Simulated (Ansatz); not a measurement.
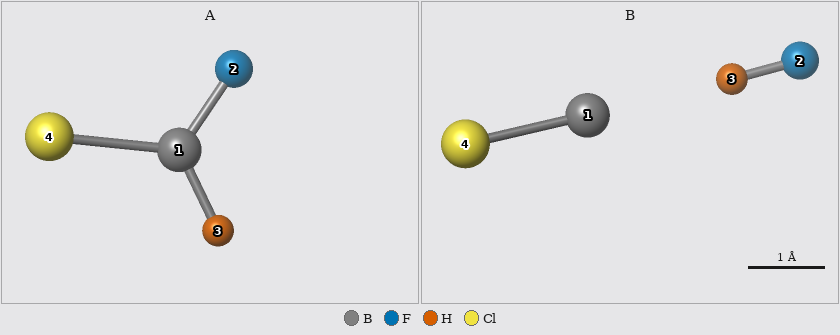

The two relaxed end points of a path for BHClF. Style: ball-and-stick. Shown face on.

Level of theory: Ansatz, RKS CAM-B3LYP/def2-TZVP.

Run with 9 movable images; climbing image; force threshold 0.05 eV/Å; iteration limit 60.

Start:
```xyz
4

B     0.2903    0.0000    0.1227
F     0.3261    0.0000    1.4332
H     1.2977    0.0000   -0.5013
Cl   -1.2580    0.0000   -0.6760
```

End:
```xyz
4

B    -0.4658    0.0000   -0.4209
F     1.8246    0.0000    1.4230
H     1.0960    0.0000    0.8210
Cl   -1.7988    0.0000   -1.4444
```

What barrier does the band find between them, and by what path?

The energy climbs by 111.8 kcal/mol to image 4 and then falls by 15.6 kcal/mol, so the end point sits at +96.2 kcal/mol. Breaking: B1–F2 (1.31 → 1.93 at the top → 2.94 Å), B1–H3 (1.18 → 1.37 at the top → 2.00 Å). Forming: F2–H3 (2.16 → 1.14 at the top → 0.95 Å). The band is converged. At the top, the vibrational analysis gives one imaginary mode (1218i cm⁻¹), as a transition state must have.

Energies of the converged images:

```
image  path (Å)  E (kcal/mol)
    0      0.00           0.0
    1      0.30           9.9
    2      0.61          45.0
    3      0.91          92.7
    4      1.21         111.8
    5      1.54         104.4
    6      1.87         100.3
    7      2.19          98.7
    8      2.52          97.5
    9      2.85          96.6
   10      3.17          96.2
```

The geometry at the top of the path:

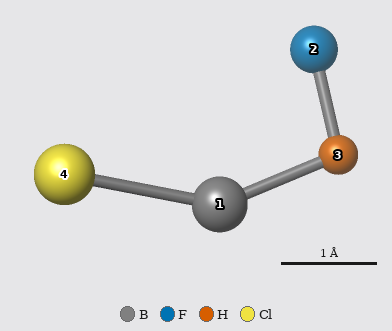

The run took 79 s on 4 threads of Arm Neoverse V1, with other jobs on the host, peak memory 0.18 GiB.
